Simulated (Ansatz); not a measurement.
```yaml
atoms:
  - { symbol: Al, position_ang: [0.0408, -0.3950, -0.0454] }
  - { symbol: H, position_ang: [-0.0764, -0.4310, 1.5167] }
  - { symbol: H, position_ang: [1.3853, -0.1439, -0.8269] }
  - { symbol: O, position_ang: [-1.3518, -0.6060, -1.0180] }
  - { symbol: H, position_ang: [-2.2290, -0.8005, -0.6783] }
  - { symbol: P, position_ang: [-0.1560, 2.8523, 1.1966] }
  - { symbol: H, position_ang: [-1.5585, 2.8788, 0.9151] }
  - { symbol: H, position_ang: [-0.3482, 3.1006, 2.5914] }
  - { symbol: H, position_ang: [-0.1559, 1.4385, 1.4153] }
```

Level of theory: RKS B3LYP/def2-SVP (Ansatz).

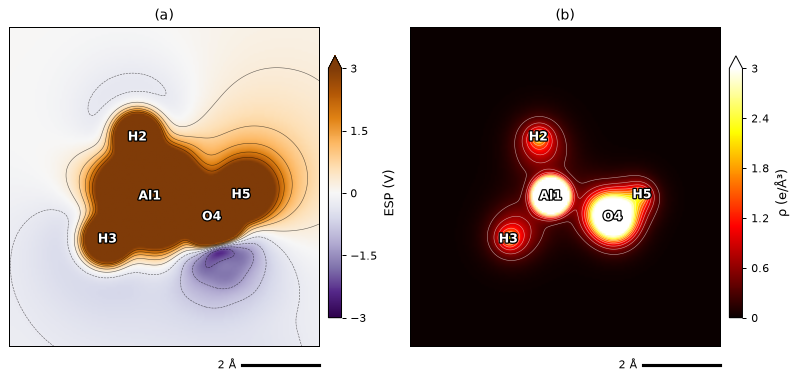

AlH3O···PH3. (a) electrostatic potential; (b) electron density on the plane of atoms H3, Al1 and O4.

Question: Describe what can be read from this map.

Answer: The plane passes through Al, H and O nuclei. Al–O (1.71 Å): ρ is about 0.81 e/Å³ halfway. O–H (0.96 Å): ρ is about 3.6 e/Å³ halfway. Al–H (1.57 Å): the density is about 0.54 e/Å³ at the midpoint. Outside the dense part of the complex the potential is most negative (−2.0 V) near O4.
